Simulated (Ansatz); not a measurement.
# A computed series for ScAl3: pressure series

Start from ScAl₃ in the Cu3Au type structure (space group Pm-3m, No. 221; a = 4.106 Å).

Cell and atoms are relaxed at each pressure.

Levels (all Ansatz, a first-principles code, PAW): PBE (420 eV, scalar-relativistic without spin-orbit coupling); r2SCAN (500 eV, without spin-orbit coupling).

The base cell above is that of PBE; each level relaxes its own structures.

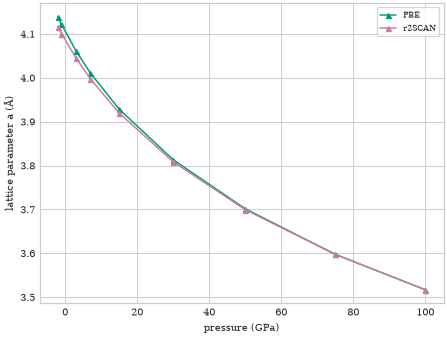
Figure. Lattice parameter a under two levels

How do the two levels compare along the series?

The two levels differ by at most about 0.023 Å. They put the cases in the same order.

Load acts through the strain it causes; cell and atoms are relaxed under it. No phonon test of stability was made. Competing high-pressure phases were not computed. All final runs are without spin polarisation.
